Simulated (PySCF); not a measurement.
**C2F5 (SMILES F[C](F)C(F)(F)F) (doublet): density, localisation and related maps**

```yaml
atoms:
  - { symbol: F, position_ang: [1.3871, 1.2776, 0.0583] }
  - { symbol: C, position_ang: [0.7975, 0.1859, -0.4014] }
  - { symbol: F, position_ang: [1.6307, -0.8411, -0.4410] }
  - { symbol: C, position_ang: [-0.6114, -0.0880, 0.0736] }
  - { symbol: F, position_ang: [-0.6707, -0.4048, 1.3817] }
  - { symbol: F, position_ang: [-1.1459, -1.1061, -0.5964] }
  - { symbol: F, position_ang: [-1.3841, 0.9812, -0.1018] }
```

Geometry: GFN2-xTB.

Level of theory: PySCF 2.14.0, density-fitted response routines, UKS B3LYP, pcH-1 on C F, non-relativistic, mean-field spin-orbit, GIAO.

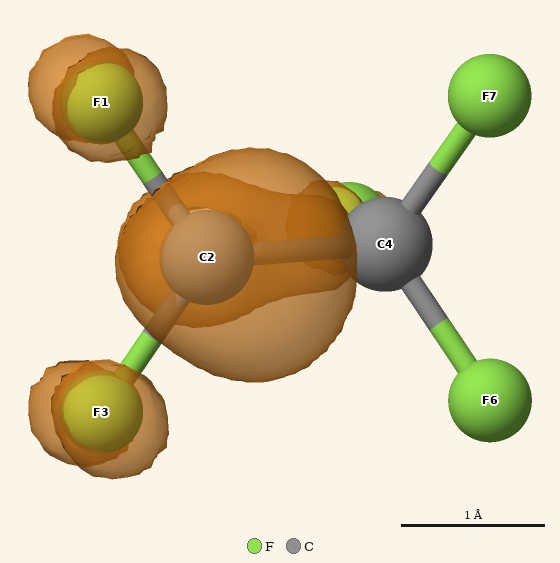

Figure 1. Isosurface of the spin density (α minus β) at +0.06 e/Å³ (orange), seen at a tilt.

Which atoms carry the spin?

The unpaired spin (1 electron) lies mostly on C2 (about 0.7), F1 (about 0.1) and F3 (about 0.1), in electrons by Hirshfeld's partition.

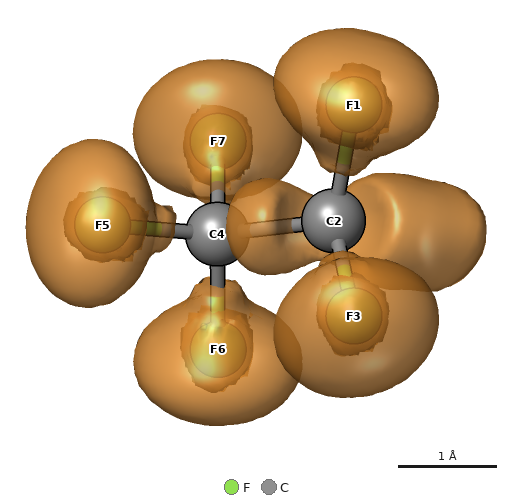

Figure 2. Isosurface of the electron localisation function at 0.75 (orange), seen at an oblique angle. Only the valence region is drawn (cores and ρ < 0.01 e/Å³ removed).

What do the ELF domains correspond to?

The surface consists of one region on C in which the atom's valence shell and bonds are merged and five regions on F in which the atom's valence shell and bonds are merged. Along the contacts the grid gives the following. C–F (1.32 Å): the ELF peaks at about 0.85 between the atoms: a shared but strongly polarised pair. C–C (1.51 Å): the ELF peaks at about 1 between the atoms: a shared electron pair.

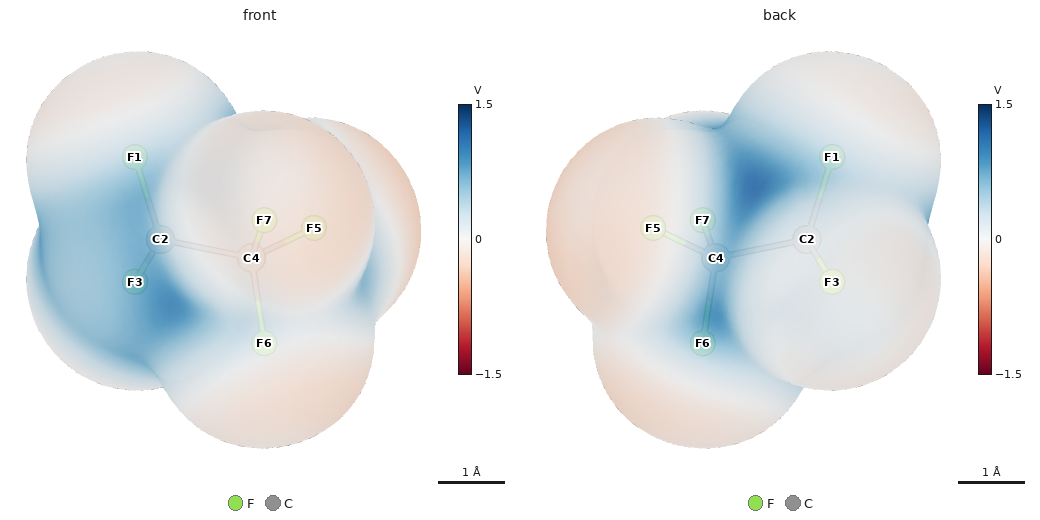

Figure 3. The molecular electrostatic potential painted on the density surface at 0.001 e/bohr³, seen from the front and from behind; the colour scale runs from red (negative) to blue (positive).

Describe the electrostatic potential map.

The most negative region (about −0.3 V) lies over F5, the most positive (about +1.0 V) over C2.
